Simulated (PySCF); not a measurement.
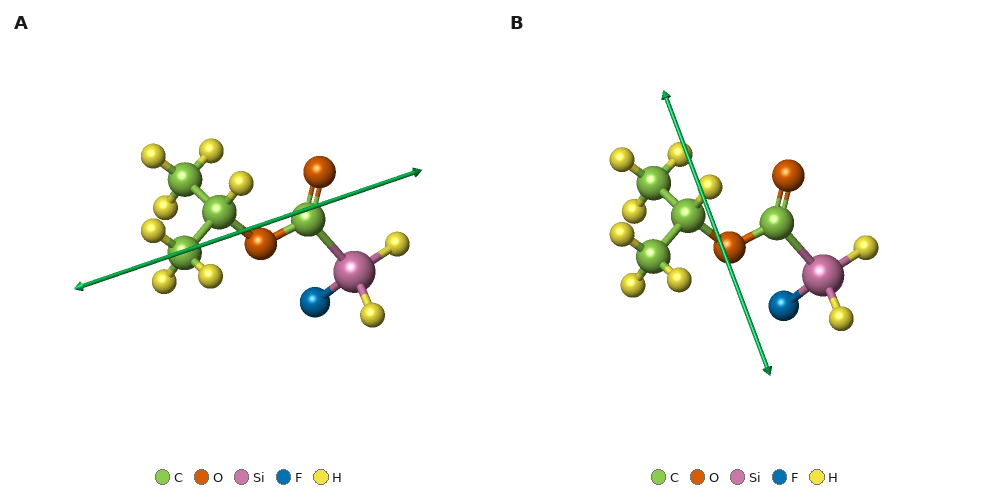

The double arrows show the directions of two transition dipoles from the ground state (lengths mean nothing). The computed structure is the end point of a GFN2-xTB optimisation. No frequency run is at hand to confirm it as a minimum. Level of theory: TDDFT CAM-B3LYP/def2-SVPD, vertical, gas phase, core orbitals frozen in the response (PySCF 2.14.0).

One belongs to singlet state 3 and one to singlet state 6. Which is which?

Answer. A: state 3, 7.35 eV (169 nm), oscillator strength 0.053, mainly HOMO−1 → LUMO (weight 0.59).
B: state 6, 7.94 eV (156 nm), oscillator strength 0.019, mainly HOMO−3 → LUMO (weight 0.77).

The geometry is semi-empirical. Around Si such bond lengths and angles can be off by a tenth of an ångström or more and by several degrees, and values that hang on the shape move with them.
